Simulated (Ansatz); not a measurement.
## Bands, cutoff and cost in G0W0 for SnO2 (Pnnm)

Aim: see how the G0W0 gap of SnO2 (Pnnm) on LDA moves with empty bands and screening cutoff, and what each rung costs.

Calculated with Ansatz 0.2.0; G0W0 on LDA, plane waves, PAW; PAW set soft_1.

### 1. The structure

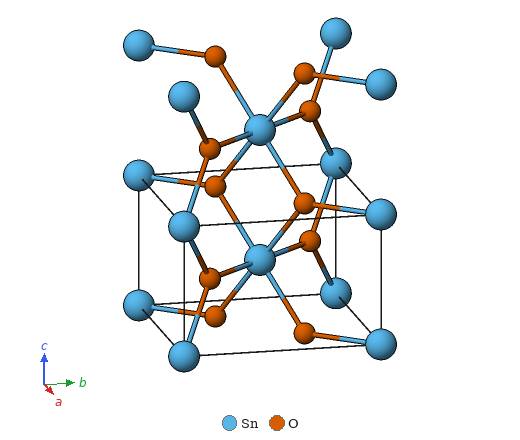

The starting structure, seen slightly off an axis (tin blue, oxygen orange). 1×1×2 cells are drawn. Some periodic images of atoms are drawn too.

The cell and positions are those that the Materials Project relaxed with its own functionals (PBE, PBE+U or r2SCAN), kept fixed. This is not the form that SnO2 usually takes at ambient conditions.

### 2. 98 empty bands, screening to 69 eV

G0W0 replaces the xc potential by the self-energy, built once from these orbitals. Only a window of levels is corrected, while the sums run over the empty bands that the input names. This step takes PAW set soft_1 files.

Contents of input.yaml:

```yaml
crystal:
  lattice:
    - [4.788004, 0.0, 0.0]
    - [0.0, 4.866582, 0.0]
    - [0.0, 0.0, 3.240898]
  atoms:
    - { symbol: Sn, position: [0.5, 0.5, 0.5] }
    - { symbol: Sn, position: [0.0, 0.0, 0.0] }
    - { symbol: O, position: [0.291855, 0.321042, 0.0] }
    - { symbol: O, position: [0.791855, 0.178958, 0.5] }
    - { symbol: O, position: [0.208145, 0.821042, 0.5] }
    - { symbol: O, position: [0.708145, 0.678958, 0.0] }
kpoints:
  mp_grid: { grid: [4, 4, 6] }
hamiltonian:
  xc: lda
  pseudopotentials: { kind: paw, azcp: { folder: soft_1 }, xc_functional: pbe }
scf:
  occupations: { method: fixed }
gw:
  n_empty_bands: 98
  ecut_chi: 69
  qp_bands: [v2, c2]
  qp_kpoints: band_edges
  screening: { model: contour_deformation }
```

Launch:

```bash
$ ansatz run input.yaml --threads 2 --pin off --max-ram 92160MiB --backend cuda --events-out ev --progress --plain --runs-dir out --devices 1 --max-vram 13GiB
```

Numbers of over 12 decimals in the logs are rounded to 6 here.

What it wrote:

```text
GPUs: using 1 of 1 available (devices: 1).
Engine: ansatz 0.2.0, x86_64-unknown-linux-gnu
Pseudopotentials: kind: paw
Pseudopotential: Sn, paw, valence charge 14, recommended cutoff 420 eV (normal), soft_1/Sn.paw.azcp
Pseudopotential: O, paw, valence charge 6, recommended cutoff 420 eV (normal), soft_1/O.paw.azcp
Functional definition: SPW92
  exchange = slater_x
  correlation = pw_c
device memory: the entry about to start is reckoned to put 1.6 GiB on a device that reports 53.1 GiB free (of which the cap on the GPU budget leaves the run 13.0 GiB)
GPU FFT provider: cuFFT
GPU libraries: cuBLAS 13.8.2, cuFFT 12.4.0, cuSOLVER 12.3.4
Crystal: 6 atoms, lattice volume = 75.517 Å³
Basis set: ecut = 420 eV, 1479 PW (Γ)
Bands: 32, of which v1, the nominal top of the filled ones, is band 26 counted from 1 (25 counted from 0)
Symmetry: 8 space group operations
Space group: Pnnm (ITA 58), of the structure as read, at distance tolerance 4.2e-5 Å
k-points: 36 of 96
Non-local potential: Sn, projectors of the file, l = 0: 2, l = 1: 2, l = 2: 2, l = 3: 1
Non-local potential: O, projectors of the file, l = 0: 2, l = 1: 2, l = 2: 1
PAW form: soft (Blöchl's): semilocal exchange-correlation on the pseudo side does not see the compensation charge
PAW frozen core: Sn, regenerated for the run's functional, and the local potential with it (the file was generated under x = pbe(κ = 0.804, μ = 0.219515), c = pbe(β = 0.066725))
PAW frozen core: O, regenerated for the run's functional, and the local potential with it (the file was generated under x = pbe(κ = 0.804, μ = 0.219515), c = pbe(β = 0.066725))
PAW one-centre angular grid: Sn, 590 points (default); XC on 64 Gauss nodes
PAW one-centre angular grid: O, 110 points (default); XC on 64 Gauss nodes
Initial density: superposition of atomic densities (chi_scale 0.1, normalization cell, long waves kept (reshape's long-wave potential 0.00 eV rms))
Initial wavefunctions: pseudopotential atomic-orbital guess
GPU buffer pool allocated for 31104 grid points (all kernels)
GPU transforms: local potential and band sums: pruned to the plane-wave sphere, on 36×36×24
Functional: x = slater, c = lda
SCF iter   1: F=—  HF=-13980.942826 eV  |F-HF|=—  |Δ(HF+E_count)|=         —  Δρ=6.33e-2  dr2=2.14e0  ethr=3.10e-3  ⟨swp⟩=4.0  Hψ=4455  notcnv=0  defer=142
preconditioner: auto → Resta (q_TF=auto, 2.564 Å⁻¹)  ε∞=3.5  [insulator: Δε(μ)=1.030 eV  Ē_g=19.398 eV  n_scr=18 (ndim 8)  ℏωp=30.8 eV  f_vac=0.000  ε∞_Penn≈3.5]
SCF iter   2: F=—  HF=-13980.470602 eV  |F-HF|=—  |Δ(HF+E_count)|=   4.72e-1  Δρ=3.27e-2  dr2=4.12e-1  ethr=3.10e-3  ⟨swp⟩=3.0  Hψ=2426  notcnv=0  defer=144
SCF iter   3: F=—  HF=-13980.371668 eV  |F-HF|=—  |Δ(HF+E_count)|=   9.89e-2  Δρ=9.56e-3  dr2=6.88e-2  ethr=7.92e-4  ⟨swp⟩=3.0  Hψ=2056  notcnv=0  defer=144
SCF iter   4: F=—  HF=-13980.355150 eV  |F-HF|=—  |Δ(HF+E_count)|=   1.65e-2  Δρ=1.91e-3  dr2=1.84e-3  ethr=1.32e-4  ⟨swp⟩=2.0  Hψ=1551  notcnv=0  defer=144
SCF iter   5: F=—  HF=-13980.355554 eV  |F-HF|=—  |Δ(HF+E_count)|=   4.04e-4  Δρ=5.59e-4  dr2=1.67e-4  ethr=3.53e-6  ⟨swp⟩=2.9  Hψ=1679  notcnv=0  defer=144
SCF iter   6: F=—  HF=-13980.355594 eV  |F-HF|=—  |Δ(HF+E_count)|=   4.07e-5  Δρ=7.05e-5  dr2=2.87e-6  ethr=3.21e-7  ⟨swp⟩=2.1  Hψ=1662  notcnv=0  defer=129
SCF iter   7: F=-13980.355595 eV  HF=-13980.355595 eV  |F-HF|=1.82e-8  |Δ(HF+E_count)|=   4.42e-7  Δρ=9.19e-6  dr2=7.53e-8  ethr=1.92e-10  ⟨swp⟩=8.2  Hψ=5222  notcnv=0
SCF 1 converged in 7 iterations: F = -13980.355595 eV  dr2 = 7.53e-8
  greatest PAW one-centre occupation: 0.997 electrons in one spin orbital (limit 2), on the Sn atom at site 1 (counted from 0), in its partial waves of l = 2
device memory: the entry about to start is reckoned to put 1.8 GiB (of the 1.9 GiB reckoned in all, the device holds 0.1 GiB already) on a device that reports 52.7 GiB free (of which the cap on the GPU budget leaves the run 12.9 GiB)
NSCF: frozen V_eff on 36 k-points, pencils in batches of 32, up to order 128
the band table was solved once the SCF had ended and its energy, with any forces and stress, was formed, with the checks that follow a solve (4722 applications of the Hamiltonian). They found nothing against the state; the energy, forces and stress were not computed again (output.eigenvalues in the input reference)
device memory: the entry about to start is reckoned to put 2.1 GiB on a device that reports 57.9 GiB free (of which the cap on the GPU budget leaves the run 13.0 GiB)
NSCF: frozen V_eff on 36 k-points
G₀W₀ screening: q 1/36
[... further progress lines ...]
SCF converged after 7 iterations
Free energy (F): -13980.355595 eV
Harris-Foulkes:  -13980.355595 eV  (|F-HF|=1.82e-8)
Internal energy: -13980.355595 eV  (E = F + TS)
E sigma→0 (E₀):  -13980.355595 eV
Fermi energy:    8.285784 eV
--- Per-component energies (eV) ---
  E_band       = -169.736332
  E_kinetic    = 1009.151674
  E_local      = -3266.937050  (includes V_loc(G=0)·N_el)
  E_nonlocal   = 516.663894
  E_hartree    = 1465.586872
  E_xc         = -527.854901
  E_vxc        = -520.362058  (∫ρ·V_xc dr)
  E_paw        = -9065.744361  (= ΣΔE_a)
  E_vpaw       = -839.425583  (= ΣTr[D̂ρ^β])
  E_aug_tail   = 0.003884  (compensation charges beyond the density's cutoff)
  E_ewald      = -4112.463075
  E_core_change = 1.237468  (= ΣΔE_core)
  E_smearing   = -0.000000  (= −TS)
  E_closure    = -0.000000  (closes the sum)
  Σ components = -13980.355595   (vs F -13980.355595, Δ=0.00e0)
--- Band table (eV; the first three rows and the last of 36) ---
  k-point 0: bands = [... 22 lower, 7.1392, 7.6611, 7.6670, 8.2858, 8.9712, 13.8098, 14.1552, 14.3075, ... 2 higher]
  k-point 1: bands = [... 22 lower, 6.2949, 7.6537, 7.6911, 8.1452, 10.4633, 14.2511, 15.1957, 15.3372, ... 2 higher]
  k-point 2: bands = [... 22 lower, 6.1088, 7.4119, 7.5109, 7.5857, 12.4108, 14.4656, 16.6157, 17.1365, ... 2 higher]
  k-point 35: bands = [... 22 lower, 7.4474, 7.4474, 7.6328, 7.6328, 12.5262, 12.5262, 16.7214, 16.7214, ... 2 higher]
--- G₀W₀: contour deformation, 7 samples at zero and on the imaginary axis and 2 off it, 96 q-points, 98 empty bands' worth ---
  eigenvalues of the whole cell's RPA ε∞ on this k-mesh (on a slab, of 1 + 4πα/V) = 5.2682, 5.5571, 5.5809; static W/v taken at q = 0 is 0.182851
  gw.qp_kpoints: band_edges: 14 of 36 stored k-points solved, in 1 pass; an edge of the gap read off the rows below is read off those points alone
    valence top: of the k-points left out ik 25 came nearest to being solved in a further pass, in band 26 (counted from 1, as in the quasiparticle table): it holds the edge there only if its correction is more favourable than any solved in that band by at least 0.430 eV; those differ by 0.264 eV
    conduction bottom: of the k-points left out ik 28 came nearest to being solved in a further pass, in band 27 (counted from 1, as in the quasiparticle table): it holds the edge there only if its correction is more favourable than any solved in that band by at least 3.273 eV; those differ by 0.979 eV
  `?` marks the rows in doubt; gw_qp.tsv's column doubts and the gw_qp event give each row's grounds
    ik  band        ε_KS         Σx   Σc(E_QP)       V_xc       Z   E_QP_lin       E_QP  E_QP is
     0    25      7.6670   -26.1688     5.2058   -20.7791  0.7266     7.4820     7.4831  root
     0    26      8.2858   -26.1100     4.9898   -20.9163  0.7347     8.0806     8.0819  root
     0    27      8.9712   -15.7346    -2.4117   -19.1296  0.8006     9.9844     9.9544  root
     0    28     13.8098   -12.5555    -4.4120   -18.6394  0.7704    15.4835    15.4817  root ?
     1    25      7.6911   -26.3322     5.2268   -20.9075  0.7273     7.4918     7.4931  root
     1    26      8.1452   -26.6349     5.5812   -20.7532  0.7255     7.8414     7.8447  root
     1    27     10.4633   -16.1749    -2.7935   -20.2141  0.7899    11.7742    11.7090  root
     1    28     14.2511   -13.5293    -4.4845   -19.8787  0.7624    16.0877    16.1160  root
     3    25      7.2444   -26.0495     5.6970   -19.9605  0.7128     6.8414     6.8524  root
     3    26      7.2444   -26.0495     5.6970   -19.9605  0.7128     6.8414     6.8524  root
     3    27     13.7381   -14.9216    -4.1933   -21.0747  0.7661    15.6636    15.6979  root
     3    28     13.7381   -14.9216    -4.1933   -21.0747  0.7661    15.6636    15.6979  root
     4    25      7.6907   -26.2555     5.2360   -20.8230  0.7265     7.4929     7.4942  root
     4    26      7.9834   -26.2385     5.4617   -20.4726  0.7250     7.6754     7.6792  root
     4    27     10.3172   -16.3112    -2.5707   -20.0583  0.7901    11.5483    11.4936  root
     4    28     13.3997   -13.5091    -4.1656   -19.2672  0.7756    15.0358    14.9922  root ?
     5    25      7.6628   -26.3112     5.2615   -20.8338  0.7262     7.4453     7.4469  root
     5    26      7.9572   -26.4197     5.5168   -20.5988  0.7245     7.6495     7.6532  root
     5    27     11.1830   -15.9017    -3.1038   -20.3524  0.7883    12.6078    12.5300  root ?
     5    28     13.9002   -14.2426    -4.2838   -20.3536  0.7626    15.6979    15.7274  root
     8    25      7.7301   -26.2753     5.3106   -20.7218  0.7254     7.4849     7.4872  root
     8    26      7.7301   -26.2753     5.3106   -20.7218  0.7254     7.4849     7.4872  root
     8    27     12.1644   -15.2781    -3.5166   -20.2464  0.7790    13.6884    13.6161  root ?
     8    28     12.1644   -15.2781    -3.5166   -20.2464  0.7790    13.6884    13.6161  root ?
    11    25      7.6722   -26.7426     4.8563   -21.7578  0.7372     7.5432     7.5437  root
    11    26      7.6722   -26.7426     4.8563   -21.7578  0.7372     7.5432     7.5437  root
    11    27     13.9374   -14.9869    -4.2269   -21.1766  0.7628    15.8674    15.9001  root
    11    28     13.9374   -14.9869    -4.2269   -21.1766  0.7628    15.8674    15.9001  root
    12    25      7.7052   -26.2249     5.2887   -20.7216  0.7255     7.4888     7.4906  root
[...]
12    28     13.2899   -13.3611    -4.1567   -19.0705  0.7791    14.9029    14.8426  root ?
[...]
13    27     11.1490   -15.8941    -3.1017   -20.3427  0.7958    12.5881    12.4959  root ?
[...]
16    27     11.0290   -16.0752    -2.9615   -20.3388  0.7966    12.4234    12.3311  root ?
    16    28     13.0792   -13.6637    -4.1121   -19.3438  0.7790    14.7046    14.6472  root ?
    17    25      7.6377   -26.3694     5.4545   -20.6348  0.7227     7.3544     7.3576  root
    17    26      7.9739   -26.5746     5.4724   -20.8224  0.7260     7.6912     7.6941  root
    17    27     11.6525   -15.6615    -3.3519   -20.4401  0.7823    13.1548    13.0792  root ?
    17    28     13.5150   -14.3242    -4.1669   -20.2717  0.7690    15.2791    15.2956  root ?
    21    25      7.7078   -26.4161     5.4116   -20.7259  0.7244     7.4261     7.4292  root
    21    26      7.7078   -26.4161     5.4116   -20.7259  0.7244     7.4261     7.4292  root
    21    27     12.6920   -15.0897    -3.8054   -20.5496  0.7738    14.3611    14.3467  root ?
    21    28     12.6920   -15.0897    -3.8054   -20.5496  0.7738    14.3611    14.3467  root ?
    24    25      7.8528   -26.3020     5.4025   -20.6335  0.7245     7.5835     7.5868  root
    24    26      7.8528   -26.3020     5.4025   -20.6335  0.7245     7.5835     7.5868  root
    24    27     12.0042   -15.1322    -3.5121   -20.0785  0.7822    13.5155    13.4384  root ?
    24    28     12.0042   -15.1322    -3.5121   -20.0785  0.7822    13.5155    13.4384  root ?
    35    25      7.6328   -26.4266     5.7244   -20.3367  0.7190     7.2616     7.2673  root
    35    26      7.6328   -26.4266     5.7244   -20.3367  0.7190     7.2616     7.2673  root
    35    27     12.5262   -13.6041    -3.8961   -19.1493  0.7908    14.1915    14.1753  root ?
    35    28     12.5262   -13.6041    -3.8961   -19.1493  0.7908    14.1915    14.1753  root ?
```

The job ended after 28 s (1 × NVIDIA H100 80GB HBM3 (shared by 6 runs) with 2 threads of AMD EPYC 7R13 (Zen 3), shared host; peak memory 1.2 GiB).

Reading the cycles: dr2 is the Hartree energy of the density residual (eV), the measure of convergence; HF is the Harris–Foulkes estimate of the energy, which meets the free energy F at convergence.

This step gave:

```
bands summed                                 : 124
RPA ε∞ on this mesh (eigenvalues)            : 5.268, 5.557, 5.581
plane waves in the screening matrix          : 97
q-points in the mesh                         : 96
G0W0 gap on the mesh                         : 1.873 eV
k of the valence top                         : 0, 0, 0
k of the conduction bottom                   : 0, 0, 0
starting gap on the mesh                     : 0.6854 eV
Z at the valence top                         : 0.7347
Z at the conduction bottom                   : 0.8006
least direct G0W0 gap on the computed points : 1.873 eV
```

The gap on the mesh goes from 0.69 eV to 1.87 eV, a correction of +1.19 eV. Between the two edge states, bare exchange in place of the xc potential would open the gap by 8.59 eV, and correlation takes back 7.40 eV.

### 3. 277 empty bands, screening to 138 eV

Another rung: the empty bands reach about as high as the screening cutoff, so the two stay in balance.

Edit input.yaml of step 2 so:

```diff
@@ -20,4 +20,4 @@
 gw:
-  n_empty_bands: 98
-  ecut_chi: 69
+  n_empty_bands: 277
+  ecut_chi: 138
   qp_bands: [v2, c2]
```

What it wrote:

```text
GPUs: using 1 of 1 available (devices: 1).
[...]
GPU FFT provider: cuFFT
GPU libraries: cuBLAS 13.8.2, cuFFT 12.4.0, cuSOLVER 12.3.4
Crystal: 6 atoms, lattice volume = 75.517 Å³
Basis set: ecut = 420 eV, 1479 PW (Γ)
Bands: 32, of which v1, the nominal top of the filled ones, is band 26 counted from 1 (25 counted from 0)
Symmetry: 8 space group operations
[...]
k-points: 36 of 96
[...]
GPU buffer pool allocated for 31104 grid points (all kernels)
[...]
SCF iter   1: F=—  HF=-13980.942826 eV  |F-HF|=—  |Δ(HF+E_count)|=         —  Δρ=6.33e-2  dr2=2.14e0  ethr=3.10e-3  ⟨swp⟩=4.0  Hψ=4455  notcnv=0  defer=142
[...]
SCF iter   7: F=-13980.355595 eV  HF=-13980.355595 eV  |F-HF|=1.82e-8  |Δ(HF+E_count)|=   4.42e-7  Δρ=9.19e-6  dr2=7.53e-8  ethr=1.92e-10  ⟨swp⟩=8.2  Hψ=5222  notcnv=0
SCF 1 converged in 7 iterations: F = -13980.355595 eV  dr2 = 7.53e-8
[...]
NSCF: frozen V_eff on 36 k-points, pencils in batches of 32, up to order 128
[...]
NSCF: frozen V_eff on 36 k-points
G₀W₀ screening: q 1/36
[... further progress lines ...]
SCF converged after 7 iterations
Free energy (F): -13980.355595 eV
[...]
Internal energy: -13980.355595 eV  (E = F + TS)
E sigma→0 (E₀):  -13980.355595 eV
Fermi energy:    8.285784 eV
[...]
--- Band table (eV; the first three rows and the last of 36) ---
  k-point 0: bands = [... 22 lower, 7.1392, 7.6611, 7.6670, 8.2858, 8.9712, 13.8098, 14.1552, 14.3075, ... 2 higher]
  k-point 1: bands = [... 22 lower, 6.2949, 7.6537, 7.6911, 8.1452, 10.4633, 14.2511, 15.1957, 15.3372, ... 2 higher]
  k-point 2: bands = [... 22 lower, 6.1088, 7.4119, 7.5109, 7.5857, 12.4108, 14.4656, 16.6157, 17.1365, ... 2 higher]
  k-point 35: bands = [... 22 lower, 7.4474, 7.4474, 7.6328, 7.6328, 12.5262, 12.5262, 16.7214, 16.7214, ... 2 higher]
[...]
bands read: the sum over 303 bands ends inside a degenerate multiplet in 23 slots, whose members it reads at an even weight; the widest, k=3: bands 303 to 304 (counted from 1) at 1/2 each
[...]
0    25      7.6670   -26.1688     4.8990   -20.7791  0.7211     7.1655     7.1763  root
     0    26      8.2858   -26.1100     4.7034   -20.9163  0.7296     7.7861     7.7954  root
     0    27      8.9712   -15.7346    -2.6409   -19.1296  0.7932     9.7388     9.7252  root
     0    28     13.8098   -12.5555    -4.8523   -18.6394  0.7668    15.0916    15.0415  root
     1    25      7.6911   -26.3322     4.9225   -20.9075  0.7217     7.1779     7.1889  root
     1    26      8.1452   -26.6349     5.3025   -20.7532  0.7205     7.5508     7.5660  root
     1    27     10.4633   -16.1749    -3.0812   -20.2141  0.7830    11.4494    11.4213  root
     1    28     14.2511   -13.5293    -5.0142   -19.8787  0.7574    15.6534    15.5864  root
[...]
35    25      7.6328   -26.4266     5.4712   -20.3367  0.7143     6.9905     7.0140  root
    35    26      7.6328   -26.4266     5.4712   -20.3367  0.7143     6.9905     7.0140  root
    35    27     12.5262   -13.6041    -4.3394   -19.1493  0.7859    13.7946    13.7321  root
    35    28     12.5262   -13.6041    -4.3394   -19.1493  0.7859    13.7946    13.7321  root
```

Elapsed: 88 s, on 1 × NVIDIA H100 80GB HBM3 (shared by 6 runs) with 2 threads; peak memory 1.8 GiB; 2.4 min of CPU time.

Numbers from this step:

```
bands summed                                 : 303
RPA ε∞ on this mesh (eigenvalues)            : 5.182, 5.449, 5.475
plane waves in the screening matrix          : 275
q-points in the mesh                         : 96
G0W0 gap on the mesh                         : 1.930 eV
k of the valence top                         : 0, 0, 0
k of the conduction bottom                   : 0, 0, 0
starting gap on the mesh                     : 0.6854 eV
Z at the valence top                         : 0.7296
Z at the conduction bottom                   : 0.7932
least direct G0W0 gap on the computed points : 1.930 eV
```

Against the run with 4×4×6 mesh, 98 empty bands, screening to 69 eV, PAW set soft_1 files, the gap moves by +0.06 eV.

### 4. 598 empty bands, screening to 230 eV

Edit input.yaml of step 3 so:

```diff
@@ -20,4 +20,4 @@
 gw:
-  n_empty_bands: 277
-  ecut_chi: 138
+  n_empty_bands: 598
+  ecut_chi: 230.0
   qp_bands: [v2, c2]
```

What it wrote:

```text
GPUs: using 1 of 1 available (devices: 1).
[...]
GPU FFT provider: cuFFT
GPU libraries: cuBLAS 13.8.2, cuFFT 12.4.0, cuSOLVER 12.3.4
Crystal: 6 atoms, lattice volume = 75.517 Å³
Basis set: ecut = 420 eV, 1479 PW (Γ)
Bands: 32, of which v1, the nominal top of the filled ones, is band 26 counted from 1 (25 counted from 0)
Symmetry: 8 space group operations
[...]
k-points: 36 of 96
[...]
1    28     14.2511   -13.5293    -5.2116   -19.8787  0.7552    15.4354    15.3890  root
[...]
35    25      7.6328   -26.4266     5.2635   -20.3367  0.7117     6.7797     6.8064  root
    35    26      7.6328   -26.4266     5.2635   -20.3367  0.7117     6.7797     6.8064  root
    35    27     12.5262   -13.6041    -4.5228   -19.1493  0.7838    13.5880    13.5486  root
    35    28     12.5262   -13.6041    -4.5228   -19.1493  0.7838    13.5880    13.5486  root
[key lines of the parts left out:]
SCF converged after 7 iterations
Free energy (F): -13980.355595 eV
Fermi energy:    8.285784 eV
```

The job ended after 72 s (1 × NVIDIA H100 80GB HBM3 (shared by 6 runs) with 2 threads; peak memory 4 GiB).

Numbers from this step:

```yaml
bands_summed: 624
rpa_eps_infinity_on_this_mesh_eigenvalues: 5.140, 5.409, 5.435
plane_waves_in_the_screening_matrix: 583
g0w0_gap_on_the_mesh: 1.950 eV
k_of_the_valence_top: 0, 0, 0
k_of_the_conduction_bottom: 0, 0, 0
starting_gap_on_the_mesh: 0.6854 eV
least_direct_g0w0_gap_on_the_computed_points: 1.950 eV
```

Against the run with 4×4×6 mesh, 277 empty bands, screening to 138 eV, PAW set soft_1 files, the gap moves by +0.02 eV.

(Continued in part 2 of 2.)

[Paths, hosts, dates, memory and timing lines, banners, echoed tables and standing remarks are left out of the program output.]

[Logs are printed without paths, hosts, clocks, repeated set-up lines and the standing remarks that a program may print on its own settings, such as how far it seeks lower states.]

[Runs of the session that timed out or met a known fault of the program may be left out.]

[Cells called generated may have been cut or substituted from an entry of the Crystallography Open Database or the Materials Project.]

[Hosts, paths, dates, database ids (printed as entryN), source tags and the programs' standing remarks are cut or masked in the printed files.]
